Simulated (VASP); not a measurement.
# Driving VASP from ASE on InF3, part 3 of 4

Do ASE scripts that read InF3 from different structure formats give one answer, and do several routes find one equilibrium volume? All runs use LDA. Left out of this account: 1 further run (fields: a reference on another mesh). The start is a cell from a database of measured crystal structures.

VASP 6.6.1; LDA; plane waves and PAW (In_d, F).

So far. Step 2 (Self-consistent run (LDA, through ASE)): The pressure is 0.16 GPa and the largest force 0.096 eV/Å, so the cell is not at a minimum at these settings. Step 3 (Total energy, forces and stress (LDA, through ASE)): The energy lies +0.01 meV an atom from the first script, on another mesh.

**4. Relaxing cell and atoms (LDA, through ASE)**

The start need not lie at this functional's minimum. ISIF = 3 frees volume, shape and positions, and EDIFFG sets the threshold on forces and stress at which the search stops.

run.py

```python
import numpy as np
from ase.calculators.vasp import Vasp
from ase.io import read

atoms = read('InF3.cif')

calc = Vasp(
    xc='lda',
    pp='LDA',
    prec='Accurate',
    encut=520,
    ediff=1e-06,
    nelm=100,
    ismear=-1,
    sigma=0.05,
    lreal=False,
    algo='Normal',
    nbands=42,
    lorbit=11,
    lwave=False,
    lcharg=False,
    kpar=8,
    ibrion=2,
    nsw=60,
    isif=3,
    ediffg=-0.01,
    pp_version='64',
    setups={'In': '_d', 'F': ''},
    kpts=(6, 6, 6),
    gamma=True,
    txt='vasp.out',
)
atoms.calc = calc

print("energy (eV):", round(atoms.get_potential_energy(), 6))
print("Fermi level (eV):", round(calc.get_fermi_level(), 4))
print("forces (eV/A):")
print(np.round(atoms.get_forces(), 4))
print("stress (GPa, Voigt, tension positive):", np.round(atoms.get_stress() * 160.21766, 3))
print("cell (A, degrees):", np.round(atoms.cell.cellpar(), 4))
print("volume (A^3):", round(atoms.get_volume(), 4))
print("positions:")
print(np.round(atoms.get_scaled_positions(), 5))
```

InF3.cif

```cif
data_InF3
_cell_length_a 5.72059189
_cell_length_b 5.72059189
_cell_length_c 5.72059189
_cell_angle_alpha 56.44273367
_cell_angle_beta 56.44273367
_cell_angle_gamma 56.44273367
_space_group_name_H-M_alt 'P1'
_space_group_name_Hall 'P 1'
_space_group_IT_number 1
loop_
_space_group_symop_operation_xyz
'x,y,z'
loop_
_atom_site_label
_atom_site_type_symbol
_atom_site_symmetry_multiplicity
_atom_site_Wyckoff_symbol
_atom_site_fract_x
_atom_site_fract_y
_atom_site_fract_z
_atom_site_occupancy
In1 In 1 a 0.0000000000 0.0000000000 0.0000000000 1
In2 In 1 a 0.5000000000 0.5000000000 0.5000000000 1
F1 F 1 a 0.8584000000 0.6416000000 0.2500000000 1
F2 F 1 a 0.2500000000 0.8584000000 0.6416000000 1
F3 F 1 a 0.6416000000 0.2500000000 0.8584000000 1
F4 F 1 a 0.1416000000 0.3584000000 0.7500000000 1
F5 F 1 a 0.7500000000 0.1416000000 0.3584000000 1
F6 F 1 a 0.3584000000 0.7500000000 0.1416000000 1
```

PAW data sets: In_d and F (LDA family, release 64).

Command:

```
export ASE_VASP_COMMAND="mpirun -np 8 vasp_std"
python run.py
```

Output:

```text
energy (eV): -40.364101
Fermi level (eV): 0.4261
forces (eV/A):
[[ 0.      0.     -0.    ]
 [ 0.      0.      0.    ]
 [ 0.0042 -0.0078  0.    ]
 [-0.      0.005  -0.0073]
 [-0.0042  0.0028  0.0073]
 [-0.0042  0.0078 -0.    ]
 [ 0.     -0.005   0.0073]
 [ 0.0042 -0.0028 -0.0073]]
stress (GPa, Voigt, tension positive): [ 0.106 -0.022 -0.049  0.036  0.066  0.096]
cell (A, degrees): [ 5.7006  5.7006  5.7006 52.5279 52.5279 52.5279]
volume (A^3): 108.0156
positions:
[[0.     0.     0.    ]
 [0.5    0.5    0.5   ]
 [0.9077 0.5923 0.25  ]
 [0.25   0.9077 0.5923]
 [0.5923 0.25   0.9077]
 [0.0923 0.4077 0.75  ]
 [0.75   0.0923 0.4077]
 [0.4077 0.75   0.0923]]
```

Run time: 5.6 min. Hardware: 8 MPI ranks of Intel Xeon 6975P-C (Granite Rapids), shared host; peak memory 2.9 GiB; 40 min of CPU time.

ASE turned this into the INCAR:

```
ENCUT = 520.000000
SIGMA = 0.050000
EDIFF = 1.00e-06
EDIFFG = -1.00e-02
ALGO = Normal
PREC = Accurate
IBRION = 2
ISIF = 3
ISMEAR = -1
KPAR = 8
LORBIT = 11
NBANDS = 42
NELM = 100
NSW = 60
LCHARG = .FALSE.
LWAVE = .FALSE.
LREAL = .FALSE.
```

The KPOINTS that ASE wrote:

```
KPOINTS created by Atomic Simulation Environment
0
Gamma
6 6 6
0 0 0
```

VASP's own log, vasp.out:

```text
[... set-up lines as in an earlier step ...]
 entering main loop
       N       E                     dE             d eps       ncg     rms          rms(c)
DAV:   1     0.959353404969E+03    0.95935E+03   -0.33898E+04  2752   0.200E+03
DAV:   2     0.971071445191E+02   -0.86225E+03   -0.81918E+03  3146   0.563E+02
DAV:   3    -0.369579858338E+02   -0.13407E+03   -0.13249E+03  2810   0.232E+02
DAV:   4    -0.443482246751E+02   -0.73902E+01   -0.73199E+01  3438   0.601E+01
DAV:   5    -0.446363479491E+02   -0.28812E+00   -0.28778E+00  3496   0.116E+01    0.169E+01
DAV:   6    -0.404531038962E+02    0.41832E+01   -0.14805E+01  4236   0.476E+01    0.119E+01
DAV:   7    -0.403635673171E+02    0.89537E-01   -0.97909E-01  2972   0.617E+00    0.357E+00
DAV:   8    -0.402934359437E+02    0.70131E-01   -0.76846E-02  3922   0.242E+00    0.129E+00
DAV:   9    -0.402753612864E+02    0.18075E-01   -0.20455E-02  4134   0.213E+00    0.116E-01
DAV:  10    -0.402758393504E+02   -0.47806E-03   -0.51318E-03  3312   0.509E-01    0.190E-01
DAV:  11    -0.402758437939E+02   -0.44435E-05   -0.14189E-04  4354   0.108E-01    0.971E-02
DAV:  12    -0.402758456264E+02   -0.18325E-05   -0.10183E-05  4190   0.253E-02    0.465E-02
DAV:  13    -0.402758450628E+02    0.56363E-06   -0.18316E-06  2172   0.149E-02
   1 F= -.40275845E+02 E0= -.40275845E+02  d E =-.402758E+02
 curvature:   0.00 expect dE= 0.000E+00 dE for cont linesearch  0.000E+00
 trial: gam= 0.00000 g(F)=  0.267E-02 g(S)=  0.517E-03 ort = 0.000E+00 (trialstep = 0.100E+01)
 search vector abs. value=  0.319E-02
 bond charge predicted
       N       E                     dE             d eps       ncg     rms          rms(c)
DAV:   1    -0.402792841598E+02   -0.34385E-02   -0.10484E+00  2866   0.709E+00    0.600E-01
DAV:   2    -0.402787818743E+02    0.50229E-03   -0.30659E-02  3154   0.128E+00    0.157E-01
DAV:   3    -0.402784368006E+02    0.34507E-03   -0.13666E-03  3814   0.370E-01    0.764E-02
DAV:   4    -0.402783462444E+02    0.90556E-04   -0.21353E-04  4058   0.233E-01    0.335E-02
DAV:   5    -0.402783383055E+02    0.79389E-05   -0.48603E-05  3246   0.510E-02    0.261E-02
DAV:   6    -0.402783369544E+02    0.13511E-05   -0.39390E-06  2910   0.211E-02    0.550E-03
DAV:   7    -0.402783370178E+02   -0.63467E-07   -0.87112E-07  1542   0.716E-03
   2 F= -.40278337E+02 E0= -.40278337E+02  d E =-.249196E-02
[... from here on, the cycles between the ionic steps are left out ...]
   3 F= -.40279425E+02 E0= -.40279425E+02  d E =-.358031E-02
   4 F= -.40280724E+02 E0= -.40280724E+02  d E =-.129893E-02
   5 F= -.40284409E+02 E0= -.40284409E+02  d E =-.498373E-02
   6 F= -.40290809E+02 E0= -.40290809E+02  d E =-.113837E-01
   7 F= -.40299848E+02 E0= -.40299848E+02  d E =-.204228E-01
   8 F= -.40303655E+02 E0= -.40303655E+02  d E =-.242292E-01
   9 F= -.40304467E+02 E0= -.40304467E+02  d E =-.250420E-01
  10 F= -.40308618E+02 E0= -.40308618E+02  d E =-.415085E-02
  11 F= -.40308974E+02 E0= -.40308974E+02  d E =-.450673E-02
  12 F= -.40312886E+02 E0= -.40312886E+02  d E =-.391146E-02
  13 F= -.40322951E+02 E0= -.40322951E+02  d E =-.139765E-01
  14 F= -.40334704E+02 E0= -.40334704E+02  d E =-.257303E-01
  15 F= -.40335407E+02 E0= -.40335407E+02  d E =-.264331E-01
  16 F= -.40341367E+02 E0= -.40341367E+02  d E =-.596008E-02
  17 F= -.40341406E+02 E0= -.40341406E+02  d E =-.599851E-02
  18 F= -.40349226E+02 E0= -.40349226E+02  d E =-.782033E-02
  19 F= -.40351639E+02 E0= -.40351639E+02  d E =-.102330E-01
  20 F= -.40354642E+02 E0= -.40354642E+02  d E =-.300294E-02
  21 F= -.40359110E+02 E0= -.40359110E+02  d E =-.747111E-02
  22 F= -.40360734E+02 E0= -.40360734E+02  d E =-.162401E-02
  23 F= -.40362190E+02 E0= -.40362190E+02  d E =-.307984E-02
  24 F= -.40362194E+02 E0= -.40362194E+02  d E =-.308458E-02
  25 F= -.40362330E+02 E0= -.40362330E+02  d E =-.135323E-03
  26 F= -.40362633E+02 E0= -.40362633E+02  d E =-.438968E-03
  27 F= -.40362783E+02 E0= -.40362783E+02  d E =-.588592E-03
  28 F= -.40362802E+02 E0= -.40362802E+02  d E =-.607819E-03
  29 F= -.40363016E+02 E0= -.40363016E+02  d E =-.213952E-03
  30 F= -.40363119E+02 E0= -.40363119E+02  d E =-.317016E-03
  31 F= -.40363189E+02 E0= -.40363189E+02  d E =-.386586E-03
  32 F= -.40363338E+02 E0= -.40363338E+02  d E =-.149165E-03
  33 F= -.40363690E+02 E0= -.40363690E+02  d E =-.500857E-03
  34 F= -.40363981E+02 E0= -.40363981E+02  d E =-.791843E-03
 curvature: -11.74 expect dE=-0.244E-02 dE for cont linesearch -0.229E-06
 trial: gam= 0.23806 g(F)=  0.910E-05 g(S)=  0.198E-03 ort =-0.973E-05 (trialstep = 0.665E+00)
 search vector abs. value=  0.478E-03
 bond charge predicted
       N       E                     dE             d eps       ncg     rms          rms(c)
DAV:   1    -0.403643203576E+02   -0.33967E-03   -0.40233E-02  2748   0.128E+00    0.134E-01
DAV:   2    -0.403642070837E+02    0.11327E-03   -0.93188E-04  3898   0.289E-01    0.765E-02
DAV:   3    -0.403641016717E+02    0.10541E-03   -0.66637E-05  4054   0.119E-01    0.138E-02
DAV:   4    -0.403641008066E+02    0.86518E-06   -0.19547E-05  4160   0.305E-02    0.849E-03
DAV:   5    -0.403641008086E+02   -0.20254E-08   -0.29213E-07  1512   0.423E-03
  35 F= -.40364101E+02 E0= -.40364101E+02  d E =-.120195E-03
 ZBRENT: can't locate minimum, use default step
 trial-energy change:   -0.000120  1 .order   -0.000121   -0.000137   -0.000106
 step:   2.6618(harm=  2.9747)  dis= 0.00221  next Energy=   -40.364286 (dE=-0.305E-03)
 reached required accuracy - stopping structural energy minimisation
```

OUTCAR, selected parts (step 4):

```text
 Found     32 irreducible k-points:

   NELECT =      68.0000    total number of electrons

 E-fermi :   0.4261

 k-point     1 :       0.0000    0.0000    0.0000
  band No.  band energies     occupation
    ...
     30      -0.9263      2.00000
     31      -0.8989      2.00000
     32      -0.8989      2.00000
     33      -0.7154      2.00000
     34      -0.7154      2.00000
     35       3.4780      0.00000
     36       9.0595      0.00000
     37       9.8097      0.00000
     38      11.1014      0.00000
     39      11.1014      0.00000
    ...

 k-point     2 :       0.1667   -0.0000   -0.0000
  band No.  band energies     occupation
    ...
     30      -0.9717      2.00000
     31      -0.9523      2.00000
     32      -0.9325      2.00000
     33      -0.8317      2.00000
     34      -0.7490      2.00000
     35       3.9328      0.00000
     36       8.5258      0.00000
     37      10.1614      0.00000
     38      10.7179      0.00000
     39      11.1804      0.00000
    ...

  Total       -0.0713106      0.0146122      0.0328627     -0.0647668     -0.0239543     -0.0446345
  in kB       -1.0577381      0.2167399      0.4874469     -0.9606755     -0.3553094     -0.6620563
  external PRESSURE =      -0.1178505 kB  Pullay stress =       0.0000000 kB

  energy-cutoff  :      520.00
  volume of cell :      108.02
      direct lattice vectors                 reciprocal lattice vectors
     5.695718821  0.193888210  0.133619431     0.181961925 -0.127298595 -0.087728727
     3.309997032  4.639259119  0.133619431    -0.005499092  0.222001879 -0.087728727
     3.309997032  1.776394412  4.287773574    -0.005499092 -0.002951228  0.238689032

 POSITION                                       TOTAL-FORCE (eV/Angst)
 -----------------------------------------------------------------------------------
      3.31000      1.77639      4.28777         0.000000      0.000000     -0.000000
      6.15786      3.30477      2.27751         0.000000      0.000000      0.000000
      7.95803      3.36790      1.27237         0.004185     -0.007797      0.000000
      6.38893      5.31170      2.69432        -0.000000      0.005022     -0.007287
      7.20555      2.88710      4.00458        -0.004185      0.002776      0.007287
      4.35769      3.24164      3.28264        -0.004185      0.007797     -0.000000
      5.92679      1.29784      1.86069         0.000000     -0.005022      0.007287
      5.11017      3.72245      0.55043         0.004185     -0.002776     -0.007287
 -----------------------------------------------------------------------------------
    total drift:                               -0.000000     -0.000000      0.000000

  FREE ENERGIE OF THE ION-ELECTRON SYSTEM (eV)
  ---------------------------------------------------
  free  energy   TOTEN  =       -40.3641008086 eV

  energy  without entropy=      -40.3641008085  energy(sigma->0) =      -40.36410081

 reached required accuracy - stopping structural energy minimisation

 total charge
# of ion       s       p       d       tot
------------------------------------------
    1        0.569   0.633  10.125  11.328
    2        0.569   0.633  10.125  11.328
    3        1.727   4.343   0.000   6.070
    4        1.727   4.343   0.000   6.070
    5        1.727   4.343   0.000   6.070
    6        1.727   4.343   0.000   6.070
    7        1.727   4.343   0.000   6.070
    8        1.727   4.343   0.000   6.070
--------------------------------------------------
tot         11.498  27.327  20.251  59.075

[... 7 parts as in an earlier step ...]

[... 6 further parts left out ...]
```

CONTCAR:

```
In F
   1.00000000000000
     5.6957188210265350    0.1938882097003738    0.1336194309798182
     3.3099970315053309    4.6392591194589032    0.1336194309798182
     3.3099970315053322    1.7763944115389272    4.2877735743006795
  In              F
     2     6
Direct
     0.0000000000000000    0.0000000000000000    1.0000000000000000
     0.5000000000000000    0.5000000000000000    0.5000000000000000
     0.9077045189087619    0.5922954810912381    0.2500000000000000
     0.2500000000000000    0.9077045189087619    0.5922954810912382
     0.5922954810912382    0.2500000000000000    0.9077045189087619
     0.0922954810912380    0.4077045189087620    0.7500000000000000
     0.7500000000000000    0.0922954810912380    0.4077045189087620
     0.4077045189087620    0.7500000000000000    0.0922954810912380
```

After so large a change of volume the plane waves of the start cell no longer fit, so the final stress carries a basis-set error. The run keeps the 12 symmetry operations of its start, so it cannot find a distortion of lower symmetry.

The steps of the relaxation (22 of 35):

```
step  energy less that of the first step (eV)  largest force (eV/Å)  pressure (GPa)  volume (Å³)
   1                                   0.0000                0.0961            0.16       121.49
   3                                  -0.0036                0.0456           -0.76       122.04
   4                                  -0.0049                0.0461           -0.74       121.90
   6                                  -0.0150                0.0493           -0.44       120.69
   7                                  -0.0240                0.0514           -0.11       119.08
   9                                  -0.0286                0.0517            0.30       116.79
  11                                  -0.0331                0.0123           -0.67       116.43
  12                                  -0.0370                0.0103           -0.55       115.78
  14                                  -0.0589                0.0087            0.28       110.02
  16                                  -0.0655                0.0926           -0.56       107.74
  17                                  -0.0656                0.1077           -0.73       107.66
  19                                  -0.0758                0.0650            0.28       105.37
  20                                  -0.0788                0.0707            0.04       105.70
  22                                  -0.0849                0.0619           -0.43       106.59
  24                                  -0.0863                0.0159            0.17       106.38
  25                                  -0.0865                0.0152            0.14       106.45
  27                                  -0.0869                0.0144           -0.13       107.08
  29                                  -0.0872                0.0053            0.01       107.00
  30                                  -0.0873                0.0004            0.09       107.02
  32                                  -0.0875                0.0114            0.20       107.17
  33                                  -0.0878                0.0087            0.14       107.45
  35                                  -0.0883                0.0088           -0.01       108.02
```

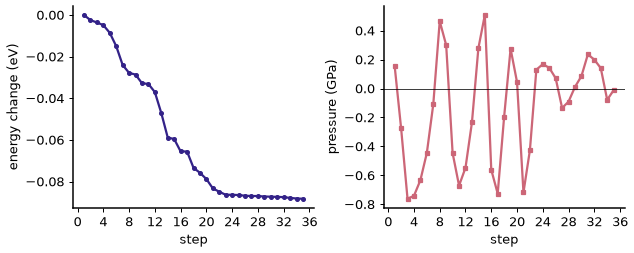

Energy and pressure along the relaxation.

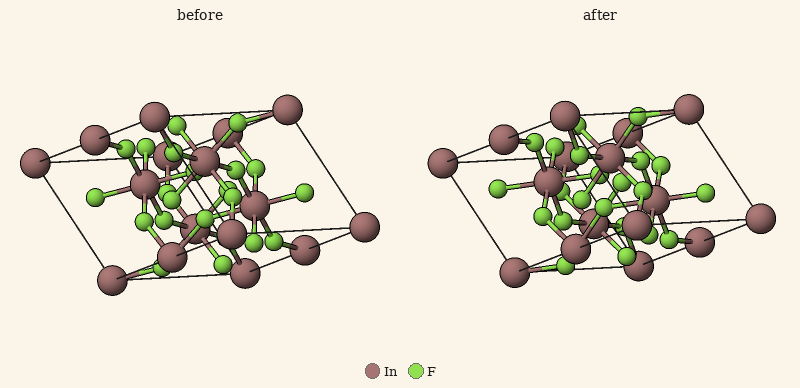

The structure before and after the relaxation, drawn at the same scale. Bonds to atoms that aren't drawn are left out.

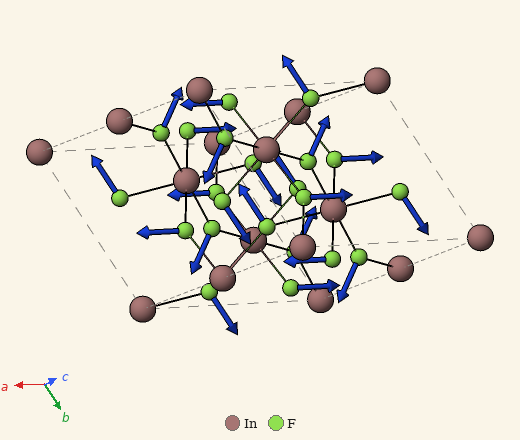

Displacements in the relaxation, exaggerated, measured against the changing cell; the longest in the cell stands for 0.25 Å. Bonds to atoms that aren't drawn are left out. Some periodic images of atoms are drawn too.

```
conventional cell, symmetrised  before   after   change
                         a (Å)   5.410   5.045   -6.8 %
                         b (Å)   5.410   5.045   -6.8 %
                         c (Å)  14.377  14.701   +2.2 %
              volume (Å³/atom)   15.19   13.50  -11.1 %
```

The atoms that moved most (Å, as changes of fractional coordinates times the final cell):

```
atom      dx      dy      dz  length
  F6  -0.118   0.219   0.000   0.249
  F3   0.118  -0.219   0.000   0.249
  F7   0.000  -0.141   0.205   0.249
  F4   0.000   0.141  -0.205   0.249
  F8   0.118  -0.078  -0.205   0.249
  F5  -0.118   0.078   0.205   0.249
```

The relaxed structure:

```xyz
8
Lattice="5.6957 0.1939 0.1336 3.3100 4.6393 0.1336 3.3100 1.7764 4.2878" Properties=species:S:1:pos:R:3 pbc="T T T"
In    0.0000    0.0000    0.0000
In    6.1579    3.3048    2.2775
F     7.9580    3.3679    1.2724
F     6.3889    5.3117    2.6943
F     7.2055    2.8871    4.0046
F     4.3577    3.2416    3.2826
F     5.9268    1.2978    1.8607
F     5.1102    3.7224    0.5504
```

Numbers from this step:

| Quantity | Value |
| --- | --- |
| irreducible k-points | 32 |
| free energy (TOTEN) | -40.36 eV |
| Fermi energy | 0.4261 eV |
| pressure | -0.01179 GPa |
| valence top at k | 0, 0, 0 |
| SCF cycles over all ionic steps | 249 |
| gap on the k-mesh | 4.193 eV |
| least direct gap on the k-mesh | 4.193 eV |

It ends with a largest force of 0.009 eV/Å and a pressure of -0.01 GPa.

(Continued in part 4 of 4.)

[Lines on the potential files, build, host, timing and source positions are cut from VASP's logs without a mark.]

[Logs are printed without paths, hosts, clocks, repeated set-up lines and the standing remarks that a program may print on its own settings, such as how far it seeks lower states.]

[Hosts, paths, dates, database ids (printed as entryN), source tags and the programs' standing remarks are cut or masked in the printed files.]

[A measured line is paired with the nearest computed mode of its activity, which favours agreement.]
